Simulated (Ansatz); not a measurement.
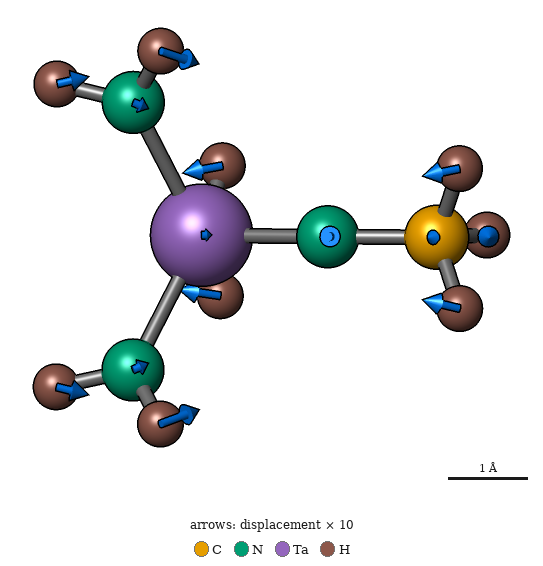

A relaxation of CH9N4Ta. The starting structure is drawn; blue arrows show the displacements, magnified 10 times. The two geometries are superimposed by the best rigid fit.

The picture is a ball-and-stick view, seen at a tilt.

The start comes from PBE-D4/def2-SVP.

Method: Ansatz 0.2.0, RKS PBE0-D4/def2-TZVP. (force threshold 0.005 eV/Å; at most 150 steps)

Question: Which element moves most?

Answer: Hydrogen: up to 0.067 Å, against 0.040 Å for nitrogen.

Question: Describe the change and its energy.

Answer: The largest move after the best rigid fit is that of an H atom, 0.067 Å. Largest moves by element: H 0.067 Å, N 0.040 Å, C 0.021 Å, Ta 0.015 Å. Some distances before and after: N–Ta 1.800 → 1.778 Å, C–H 1.116 → 1.097 Å, H–N 1.027 → 1.011 Å, N–Ta 2.006 → 1.994 Å. Among the angles between lasting bonds that change: C–N–Ta 165.5° → 168.8°. After 6 accepted moves (7 points after the start) the energy has fallen by 0.075 eV. The largest force component goes from 0.72 to 0.0022 eV/Å. The line search rejected the trial step at point 4 of the run.
